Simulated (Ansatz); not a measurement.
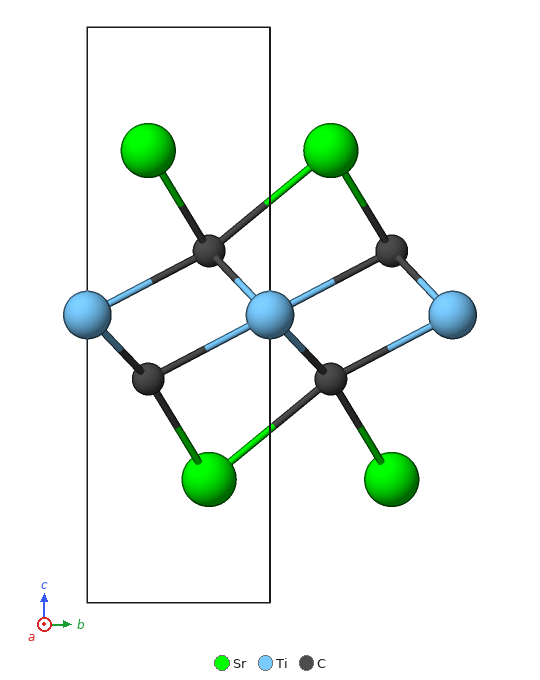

The picture looks along a close-packed row of the hexagonal mesh; c points upwards. Every atom sits on one of the three columns of the mesh; call them A, B, C in the order in which they first turn up. The sequence starts with the first layer at or above the cell's origin.

Sr₂TiC₂ (space group P-3m1, No. 164): the end point of a relaxation with DFT PBE, scalar-relativistic, plane waves, PAW (Ansatz 0.2.0); the starting structure was generated, so it need not be a known form of this composition.

### Give the sequence of layers in one repeat, with element and column.

Sr(A) – C(B) – Ti(C) – C(A) – Sr(B) (five layers in 9.54 Å).
